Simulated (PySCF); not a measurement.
**CH5AlOSi (SMILES [CH2]1O[SiH2][AlH]1) at 6 levels**

Wanted: a comparison of 6 runs (BHLYP/def2-SVP, M06-2X/def2-SVP, TPSS/def2-SVP, r2SCAN/def2-SVP, revPBE/def2-SVP, CCSD(T)/def2-SVP) of CH5AlOSi. Input form: a Python script.

The results are computed with PySCF 2.14.0.

3 further runs of the same task are left out: 3 set aside as unsound or not needed.

### 1 The system as given

CH5AlOSi: 9 atoms, total charge 0, spin state singlet. SMILES: `[CH2]1O[SiH2][AlH]1`. The coordinates come from a PBE0-D4/def2-TZVP relaxation.

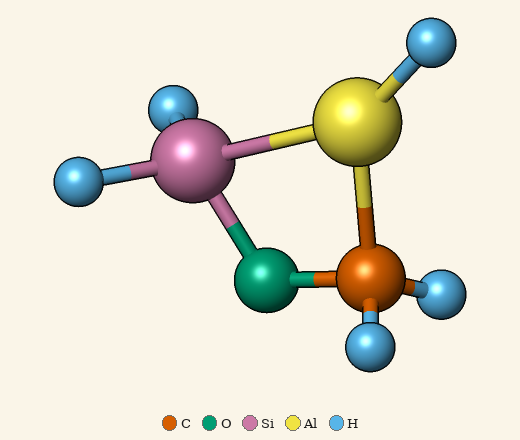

Viewed from a chosen angle; carbon orange, oxygen teal, silicon pink, aluminium yellow, hydrogen blue.

### 2 A single-point energy at BHLYP/def2-SVP (run 1)

geometry.xyz

```xyz
9
CH5AlOSi
C     -0.309900     1.022500    -0.653500
O      0.621100    -0.021300    -1.022900
Si     0.767800    -1.223900     0.135800
Al    -0.858800     0.279300     1.121100
H     -1.090200     1.097600    -1.420100
H      0.213300     1.986000    -0.643000
H      2.177700    -1.338300     0.615000
H      0.422400    -2.560600    -0.433300
H     -1.855100     0.712400     2.283700
```

input.py

```python
# [CH2]1O[SiH2][AlH]1
from pyscf import gto, dft

mol = gto.M(
    atom='geometry.xyz',
    verbose=3,
    basis='def2-svp',
    max_memory=1860,
    spin=0,
)

mf = dft.RKS(mol)
mf.xc = 'bhandhlyp'
mf.conv_tol = 1e-10
mf.grids.level = 5
mf.kernel()
if not mf.converged:
    mf = mf.newton().run(mf.mo_coeff, mf.mo_occ)

etot = mf.e_tot
print('E(%s) = %.9f' % ('BHLYP', etot))
```

Command:

```console
$ OMP_NUM_THREADS=1 python input.py
```

What it wrote:

```text
converged SCF energy = -647.910019772551
E(BHLYP) = -647.910019773
```

It took 20 s on 1 thread of Intel Xeon at 2.70GHz, shared host; peak memory 0.45 GiB.

### 3 The energy at M06-2X/def2-SVP (run 2)

calc.py

```python
# [CH2]1O[SiH2][AlH]1
from pyscf import gto, dft

mol = gto.Mole()
mol.atom = '''
C     -0.309900     1.022500    -0.653500
O      0.621100    -0.021300    -1.022900
Si     0.767800    -1.223900     0.135800
Al    -0.858800     0.279300     1.121100
H     -1.090200     1.097600    -1.420100
H      0.213300     1.986000    -0.643000
H      2.177700    -1.338300     0.615000
H      0.422400    -2.560600    -0.433300
H     -1.855100     0.712400     2.283700
'''
mol.charge = 0
mol.verbose = 4
mol.max_memory = 1860
mol.spin = 0
mol.basis = 'def2-svp'
mol.build()

calc0 = dft.RKS(mol)
calc0.xc = 'm06-2x'
calc0.conv_tol = 1e-10
calc0.grids.level = 5
calc0.kernel()
if not calc0.converged:
    calc0 = calc0.newton().run(calc0.mo_coeff, calc0.mo_occ)

energy = calc0.e_tot
print('Final energy', energy)
```

Command:

```console
$ OMP_NUM_THREADS=1 python calc.py
```

What it wrote:

```text
PySCF version 2.14.0

[... 80 lines left out ...]
converged SCF energy = -647.887454910849
Final energy -647.8874549108486
```

It took 38 s on 1 thread of Intel Xeon at 2.70GHz, shared host; peak memory 0.47 GiB.

Runs 3 to 4 aren't shown in full; the table further down has their settings and results.

### 4 The energy at revPBE/def2-SVP (run 5)

input.xyz

```xyz
9

C     -0.309900     1.022500    -0.653500
O      0.621100    -0.021300    -1.022900
Si     0.767800    -1.223900     0.135800
Al    -0.858800     0.279300     1.121100
H     -1.090200     1.097600    -1.420100
H      0.213300     1.986000    -0.643000
H      2.177700    -1.338300     0.615000
H      0.422400    -2.560600    -0.433300
H     -1.855100     0.712400     2.283700
```

run.py

```python
from pyscf import gto, dft

mol = gto.M(
    atom='input.xyz',
    verbose=4,
    basis='def2-svp',
    charge=0,
    max_memory=1860,
)

calc0 = dft.RKS(mol)
calc0.xc = 'revpbe'
calc0.grids.level = 5
calc0.conv_tol = 1e-10
calc0.kernel()
if not calc0.converged:
    calc0 = calc0.newton().run(calc0.mo_coeff, calc0.mo_occ)

etot = calc0.e_tot
print('E = %.10f Eh' % etot)
```

Command:

```console
$ OMP_NUM_THREADS=1 python run.py
```

What it wrote:

```text
PySCF version 2.14.0

[... 83 lines left out ...]
converged SCF energy = -647.822932222977
E = -647.8229322230 Eh
```

Run time: 25 s. Hardware: 1 thread of Intel Xeon at 2.70GHz, shared host; peak memory 0.45 GiB.

### 5 A single-point energy at CCSD(T)/def2-SVP (run 6)

calc.py

```python
from pyscf import gto, cc

mol = gto.M(
    atom='''
C   -0.309900   1.022500  -0.653500
O    0.621100  -0.021300  -1.022900
Si   0.767800  -1.223900   0.135800
Al  -0.858800   0.279300   1.121100
H   -1.090200   1.097600  -1.420100
H    0.213300   1.986000  -0.643000
H    2.177700  -1.338300   0.615000
H    0.422400  -2.560600  -0.433300
H   -1.855100   0.712400   2.283700
''',
    verbose=3,
    basis='def2-svp',
    max_memory=1860,
    charge=0,
)

myscf = mol.RHF()
myscf.conv_tol = 1e-10
myscf.kernel()
if not myscf.converged:
    myscf = myscf.newton().run(myscf.mo_coeff, myscf.mo_occ)

mycc = cc.CCSD(myscf, frozen=12)
mycc.kernel()
e_t = mycc.ccsd_t()
e_tot = mycc.e_tot + e_t
print('Final energy', e_tot)
```

Command:

```console
$ OMP_NUM_THREADS=1 python calc.py
```

What it wrote:

```text
converged SCF energy = -646.204761535061
E(CCSD) = -646.7253448934935  E_corr = -0.5205833584326758
CCSD(T) correction = -0.0151311701030644
Final energy -646.7404760635965
```

It took 20 s on 1 thread of Intel Xeon at 2.70GHz, shared host; peak memory 0.41 GiB.

### 6 The series

```
run             level  integration grid  frozen core orbitals  energy (Eh)  dipole moment (D) of the reference  HOMO energy (eV)  LUMO energy (eV)  wall time
  1    BHLYP/def2-SVP                 5                     –  -647.910020                                2.41             -7.95             -1.18       20 s
  2   M06-2X/def2-SVP                 5                     –  -647.887455                                2.27             -7.95             -1.36       38 s
  3     TPSS/def2-SVP                 5                     –  -648.043921                                1.97             -6.06             -2.59       45 s
  4   r2SCAN/def2-SVP                 5                     –  -647.855643                                2.03             -6.18             -2.52       45 s
  5   revPBE/def2-SVP                 5                     –  -647.822932                                1.84             -5.88             -2.62       25 s
  6  CCSD(T)/def2-SVP                 –                    12  -646.740476                                2.74             -9.45              0.79       20 s
```

### 7 Summary of results

| quantity | value |
| --- | --- |
| run 6: total energy | -646.74048 Eh |
| run 6: dipole moment (Hartree–Fock density) | 2.74 D |
| run 6: HOMO energy (Hartree–Fock orbitals) | -9.45 eV |
| run 6: LUMO energy (Hartree–Fock orbitals) | 0.79 eV |
| run 6: HOMO–LUMO gap (Hartree–Fock orbitals) | 10.24 eV |
| run 6: correlation energy (12 core orbitals frozen) | -535.7 mEh |
| run 6: (T) correction | -15.13 mEh |
| run 6: T1 diagnostic | 0.014 |

**Reading.** Over runs 1, 2, 3, 4, 5 the dipole moment (its size) runs from 1.84 D (revPBE/def2-SVP) to 2.41 D (BHLYP/def2-SVP). Over runs 1, 2, 3, 4, 5 the HOMO–LUMO gap runs from 3.26 eV (revPBE/def2-SVP) to 6.76 eV (BHLYP/def2-SVP). Totals of different functionals can't be ranked against each other. All runs together took 3.2 min, the longest 45 s.
